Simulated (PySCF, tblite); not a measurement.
# C₅H₈O₂: dynamics, then NMR shifts on frames, part 2 of 2

tblite 0.8.0 and PySCF 2.14.0. Atoms count from 0.

## Step 5: Nuclear shieldings: 625 fs, PBE0/pcSseg-1

The job: settings as JSON, then the geometry in Å.

```
{"job": {"kind": "nmr", "xc": "PBE0", "basis": "pcSseg-1", "pop": false}, "charge": 0, "multiplicity": 1}
C      1.739600     1.167000    -0.109800
C      0.620200     0.256600    -0.722800
C     -0.839400     0.451700    -0.268000
C     -1.179500     1.689000     0.037500
O     -1.314100     2.836800     0.248100
O     -1.443000    -0.787300    -0.128900
C     -1.918000    -1.211600     1.170900
H      1.843100     1.131300     0.911600
H      1.487900     2.236000    -0.302600
H      2.678700     0.869000    -0.545800
H      0.744300     0.386900    -1.779900
H      0.774500    -0.822500    -0.542300
H     -2.441300    -2.184600     1.159200
H     -0.990500    -1.328800     1.724900
H     -2.619300    -0.573400     1.659600
```

Method: GIAO PBE0/pcSseg-1 NMR shielding, non-relativistic, gas phase.

Standard output:

```text
coarse grid: 12568 points
cycle   1  E = -345.0843011580  dE =  9.331e-01  |g| = 7.825e-01  |ddm| = 3.443e+00
cycle   2  E = -344.7662790392  dE =  3.180e-01  |g| = 1.539e+00  |ddm| = 1.719e+00
cycle   3  E = -345.1897305531  dE = -4.235e-01  |g| = 2.338e-01  |ddm| = 1.204e+00
cycle   4  E = -345.2001501346  dE = -1.042e-02  |g| = 9.848e-02  |ddm| = 2.572e-01
cycle   5  E = -345.2020800088  dE = -1.930e-03  |g| = 2.379e-02  |ddm| = 8.880e-02
cycle   6  E = -345.2022041246  dE = -1.241e-04  |g| = 5.553e-03  |ddm| = 2.236e-02
cycle   7  E = -345.2022110960  dE = -6.971e-06  |g| = 1.202e-03  |ddm| = 5.279e-03
final grid: 121432 points
cycle   8  E = -345.2663460875  dE = -9.552e-06  |g| = 1.562e-02  |ddm| = 2.777e-02
cycle   9  E = -345.2662313803  dE =  1.147e-04  |g| = 2.923e-02  |ddm| = 2.795e-02
cycle  10  E = -345.2663885791  dE = -1.572e-04  |g| = 4.347e-03  |ddm| = 2.019e-02
cycle  11  E = -345.2663922448  dE = -3.666e-06  |g| = 5.367e-04  |ddm| = 3.028e-03
cycle  12  E = -345.2663922956  dE = -5.077e-08  |g| = 1.691e-04  |ddm| = 6.056e-04
cycle  13  E = -345.2663923025  dE = -6.916e-09  |g| = 3.874e-05  |ddm| = 1.877e-04
cycle  14  E = -345.2663923029  dE = -3.336e-10  |g| = 1.616e-05  |ddm| = 4.235e-05
converged SCF energy = -345.2663923029

GIAO shielding tensors (ppm)
atom      isotropic    diamagn.    paramagn.     s11        s22        s33       span
  0 C      175.222     247.213     -71.991    162.015    171.174    192.476     30.461
  1 C      153.594     248.029     -94.435    119.399    163.568    177.817     58.418
  2 C      102.259     255.952    -153.694     24.631    104.895    177.250    152.620
  3 C      -52.545     262.654    -315.199    -85.433    -50.375    -21.825     63.608
  4 O     -184.690     402.169    -586.859   -493.212   -259.091    198.233    691.446
  5 O      308.537     395.354     -86.817    218.671    278.033    428.906    210.235
  6 C      124.440     244.764    -120.324     76.736    109.767    186.817    110.081
  7 H       32.252      32.852      -0.600     28.541     30.195     38.021      9.480
  8 H       30.506      29.460       1.046     25.930     28.982     36.604     10.673
  9 H       30.803      28.927       1.876     25.789     28.184     38.437     12.649
 10 H       28.760      31.113      -2.353     23.525     29.048     33.708     10.183
 11 H       29.372      31.721      -2.349     24.379     29.859     33.878      9.499
 12 H       27.673      27.665       0.008     24.030     25.248     33.740      9.710
 13 H       27.761      30.326      -2.565     23.467     25.942     33.873     10.406
 14 H       29.012      29.573      -0.560     25.040     27.148     34.849      9.809
```

Wall time 24 s (1 thread of Arm Neoverse N1, shared host); peak memory 0.79 GiB.

Key values: δ C3 239.5, C2 84.7, C6 62.5, C1 33.3, H12 4.04, H13 3.96 ppm.

## Step 6: Nuclear shieldings: 800 fs, PBE0/pcSseg-1

The job: settings as JSON, then the geometry in Å.

```
{"job": {"kind": "nmr", "xc": "PBE0", "basis": "pcSseg-1", "pop": false}, "charge": 0, "multiplicity": 1}
C      1.614800     1.324800     0.817000
C      0.948300     0.194400     0.022700
C     -0.540000     0.169200    -0.100000
C     -1.119100     1.333400    -0.278600
O     -1.379100     2.489900    -0.217900
O     -1.091100    -0.995900    -0.328100
C     -1.901400    -1.457000     0.687300
H      1.116400     1.426800     1.875800
H      1.471300     2.292300     0.329200
H      2.698500     1.043700     0.866600
H      1.341900     0.315600    -0.942800
H      1.219200    -0.737900     0.507100
H     -2.689000    -2.021800     0.309800
H     -1.263000    -2.009200     1.409500
H     -2.305800    -0.661800     1.378200
```

Method: GIAO PBE0/pcSseg-1 NMR shielding, non-relativistic, gas phase.

Standard output:

```text
coarse grid: 12568 points
cycle   1  E = -345.0856544693  dE =  1.157e+00  |g| = 7.771e-01  |ddm| = 3.490e+00
cycle   2  E = -344.7748283726  dE =  3.108e-01  |g| = 1.521e+00  |ddm| = 1.698e+00
cycle   3  E = -345.1865790908  dE = -4.118e-01  |g| = 2.584e-01  |ddm| = 1.196e+00
cycle   4  E = -345.1997547361  dE = -1.318e-02  |g| = 8.903e-02  |ddm| = 2.745e-01
cycle   5  E = -345.2013137579  dE = -1.559e-03  |g| = 2.299e-02  |ddm| = 8.766e-02
cycle   6  E = -345.2014331179  dE = -1.194e-04  |g| = 5.847e-03  |ddm| = 2.338e-02
cycle   7  E = -345.2014407823  dE = -7.664e-06  |g| = 1.611e-03  |ddm| = 5.321e-03
final grid: 121432 points
cycle   8  E = -345.2645244232  dE = -1.263e-05  |g| = 1.420e-02  |ddm| = 2.789e-02
cycle   9  E = -345.2644103011  dE =  1.141e-04  |g| = 2.836e-02  |ddm| = 2.703e-02
cycle  10  E = -345.2645596409  dE = -1.493e-04  |g| = 3.808e-03  |ddm| = 1.973e-02
cycle  11  E = -345.2645625158  dE = -2.875e-06  |g| = 4.045e-04  |ddm| = 2.796e-03
cycle  12  E = -345.2645625414  dE = -2.557e-08  |g| = 1.642e-04  |ddm| = 4.976e-04
cycle  13  E = -345.2645625478  dE = -6.441e-09  |g| = 3.775e-05  |ddm| = 1.937e-04
cycle  14  E = -345.2645625482  dE = -3.320e-10  |g| = 1.442e-05  |ddm| = 4.584e-05
converged SCF energy = -345.2645625482

GIAO shielding tensors (ppm)
atom      isotropic    diamagn.    paramagn.     s11        s22        s33       span
  0 C      164.949     248.679     -83.730    150.465    167.045    177.337     26.872
  1 C      163.682     247.110     -83.429    135.853    166.957    188.235     52.382
  2 C      106.477     256.867    -150.390     13.140    101.512    204.779    191.639
  3 C      -62.737     262.580    -325.317   -100.783    -65.193    -22.235     78.548
  4 O     -215.464     402.604    -618.068   -556.770   -282.100    192.478    749.249
  5 O      357.223     395.636     -38.413    287.517    341.642    442.510    154.994
  6 C      123.730     244.843    -121.113     68.248    113.222    189.722    121.474
  7 H       28.735      28.156       0.579     25.161     26.904     34.141      8.981
  8 H       30.460      30.105       0.355     26.433     28.809     36.139      9.705
  9 H       29.207      27.463       1.744     24.633     27.134     35.855     11.222
 10 H       29.039      31.976      -2.938     23.271     29.438     34.407     11.136
 11 H       29.771      32.064      -2.293     24.550     30.223     34.539      9.988
 12 H       28.687      29.403      -0.716     24.447     26.126     35.488     11.041
 13 H       27.246      28.974      -1.728     22.949     25.042     33.748     10.799
 14 H       28.273      28.563      -0.290     24.997     26.375     33.448      8.451
```

Wall time 24 s (1 thread of Arm Neoverse N1, shared host); peak memory 0.79 GiB.

This run: δ C3 249.7, C2 80.4, C6 63.2, C1 23.2, H13 4.47, H14 3.44 ppm.

## Step 7: NMR shieldings: 1000 fs, PBE0/pcSseg-1

The job: settings as JSON, then the geometry in Å.

```
{"job": {"kind": "nmr", "xc": "PBE0", "basis": "pcSseg-1", "pop": false}, "charge": 0, "multiplicity": 1}
C      1.995300     0.992200     1.228800
C      1.371300    -0.066800     0.314800
C     -0.099400     0.195700    -0.043600
C     -0.568000     1.354800    -0.419700
O     -0.998700     2.435700    -0.555700
O     -0.892100    -0.955800     0.015800
C     -2.283100    -0.704400     0.232600
H      1.459000     1.175800     2.126400
H      2.002700     1.874000     0.617300
H      3.024500     0.638400     1.561900
H      1.878200    -0.306400    -0.603000
H      1.185900    -1.044600     0.829200
H     -2.464900     0.362300     0.149800
H     -2.991900    -1.306900    -0.487800
H     -2.444000    -1.055800     1.241700
```

Method: GIAO PBE0/pcSseg-1 NMR shielding, non-relativistic, gas phase.

Standard output:

```text
coarse grid: 12568 points
cycle   1  E = -345.0908135117  dE =  9.514e-01  |g| = 7.734e-01  |ddm| = 3.434e+00
cycle   2  E = -344.7942512404  dE =  2.966e-01  |g| = 1.496e+00  |ddm| = 1.783e+00
cycle   3  E = -345.1949156743  dE = -4.007e-01  |g| = 2.099e-01  |ddm| = 1.245e+00
cycle   4  E = -345.2028711452  dE = -7.955e-03  |g| = 9.968e-02  |ddm| = 2.389e-01
cycle   5  E = -345.2048323679  dE = -1.961e-03  |g| = 2.348e-02  |ddm| = 9.190e-02
cycle   6  E = -345.2049536451  dE = -1.213e-04  |g| = 5.334e-03  |ddm| = 2.350e-02
cycle   7  E = -345.2049598295  dE = -6.184e-06  |g| = 1.319e-03  |ddm| = 4.925e-03
final grid: 121432 points
cycle   8  E = -345.2695247619  dE = -5.947e-06  |g| = 1.629e-02  |ddm| = 2.743e-02
cycle   9  E = -345.2694022460  dE =  1.225e-04  |g| = 3.039e-02  |ddm| = 3.045e-02
cycle  10  E = -345.2695710180  dE = -1.688e-04  |g| = 4.109e-03  |ddm| = 2.172e-02
cycle  11  E = -345.2695742604  dE = -3.242e-06  |g| = 5.436e-04  |ddm| = 2.945e-03
cycle  12  E = -345.2695743146  dE = -5.419e-08  |g| = 1.772e-04  |ddm| = 6.443e-04
cycle  13  E = -345.2695743222  dE = -7.594e-09  |g| = 3.888e-05  |ddm| = 1.869e-04
cycle  14  E = -345.2695743225  dE = -3.195e-10  |g| = 1.700e-05  |ddm| = 4.280e-05
converged SCF energy = -345.2695743225

GIAO shielding tensors (ppm)
atom      isotropic    diamagn.    paramagn.     s11        s22        s33       span
  0 C      175.335     246.407     -71.071    156.532    179.204    190.271     33.739
  1 C      156.225     248.876     -92.652    131.708    165.194    171.772     40.064
  2 C       75.328     257.721    -182.393      7.581     89.327    129.078    121.497
  3 C      -81.343     263.166    -344.509   -148.240    -81.230    -14.558    133.683
  4 O     -273.989     402.977    -676.965   -739.662   -299.557    217.252    956.914
  5 O      365.302     397.904     -32.601    233.086    278.370    584.451    351.366
  6 C      120.059     245.929    -125.870     76.266    104.386    179.526    103.260
  7 H       31.065      30.497       0.568     27.019     29.490     36.687      9.669
  8 H       30.925      29.184       1.741     25.866     29.393     37.516     11.650
  9 H       29.195      25.870       3.325     24.464     26.653     36.470     12.006
 10 H       28.440      30.691      -2.251     23.001     28.217     34.102     11.101
 11 H       29.006      31.155      -2.149     24.065     29.807     33.145      9.080
 12 H       29.270      30.245      -0.975     24.009     28.565     35.237     11.228
 13 H       26.376      26.303       0.073     22.939     23.999     32.190      9.251
 14 H       27.304      29.448      -2.144     23.226     24.788     33.899     10.674
```

It took 24 s on 1 thread of Arm Neoverse N1, shared host; peak memory 0.79 GiB.

In short: δ C3 268.3, C2 111.6, C6 66.9, C1 30.7, H13 5.34, H14 4.41 ppm.

## Step 8: Side by side: NMR shifts

Shifts (ppm) of some atoms, chosen among heavy atoms and hydrogens apart, with basis size and wall time:

```csv
frame,C3,C2,C0,H12,H7,O4,O5,functions,time
250 fs,292.7,113.1,23.6,4.60,1.17,679.1,-20.9,159,24 s
425 fs,234.6,104.6,20.4,5.18,2.17,519.4,10.0,159,24 s
625 fs,239.5,84.7,11.7,4.04,-0.54,520.8,27.5,159,24 s
800 fs,249.7,80.4,22.0,3.03,2.98,551.5,-21.1,159,24 s
1000 fs,268.3,111.6,11.6,2.45,0.65,610.1,-29.2,159,24 s
```

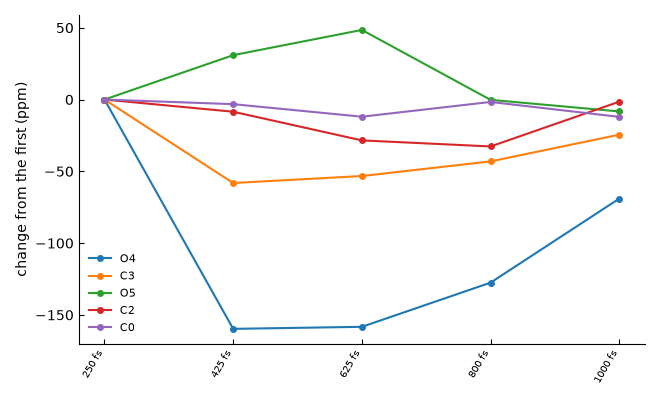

How five of the tabulated atoms move from run to run.

## Step 9: Summary of results

What follows sums up all 2 parts.

| quantity | value |
| --- | --- |
| thermostat | 300 K |
| mean temperature, second half | 357 K |
| mean potential energy above the minimum | 0.66 eV |
| ¹³C shifts against TMS (PBE0/pcSseg-1, 250 fs) | 292.7, 113.1, 63.2, 26.1, 23.6 ppm |
| ¹H shifts against TMS (PBE0/pcSseg-1, 250 fs) | 4.60, 4.23, 2.95, 2.93, 2.22, 2.13, 2.00, 1.17 ppm |
| ¹⁷O shifts against H2O (PBE0/pcSseg-1, 250 fs) | 679.1, -20.9 ppm |
| range of the shift of O4 | 519.4 to 679.1 ppm |

In the second half the potential energy averages 0.66 eV above the minimum; equipartition over 39 harmonic modes at 300 K would give 0.50 eV. With 15 atoms the temperature swings widely (131 to 489 K). Shifts at one fixed geometry are not the observed spectrum, which averages over the motion. In the first frame run (250 fs): The largest span, 1071 ppm, is at O4, where the paramagnetic term is -745 ppm. Across the 5 runs the shift of O4 moves most, between 519.4 (425 fs) and 679.1 ppm (250 fs).
